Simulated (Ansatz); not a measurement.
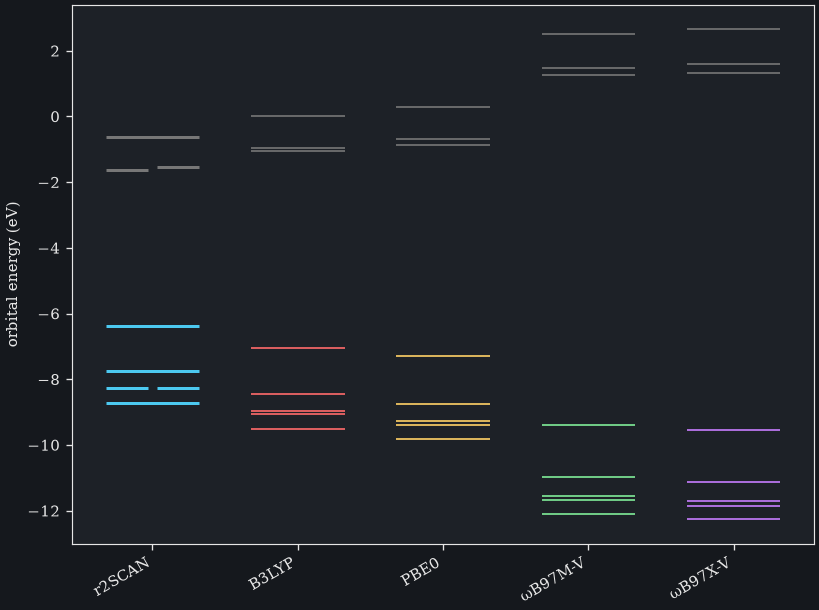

Frontier orbital energies of C₂HBrCl₂, SMILES Cl/C=C(\Cl)Br at one geometry, def2-TZVPP, the Ansatz code 0.2.0, at a PBE0-D4/def2-TZVP geometry (no frequency check). Empty levels are grey, levels within 0.1 eV stand side by side; all columns show the same few orbitals around the gap.

Question: Compare the HOMO-LUMO separations.

Answer: The separation grows from 4.74 eV (r2SCAN) to 10.85 eV (ωB97X-V).

```tsv
level	HOMO (eV)	LUMO (eV)	separation (eV)
r2SCAN	−6.38	−1.64	4.74
B3LYP	−7.06	−1.07	5.99
PBE0	−7.29	−0.87	6.42
ωB97M-V	−9.40	1.26	10.65
ωB97X-V	−9.54	1.31	10.85
```

Caveats, for all or some of the runs: empty levels above zero depend strongly on the basis; no scalar relativity up to krypton; spin-orbit coupling is left out, and with Br it can shift these levels and split any degenerate set.
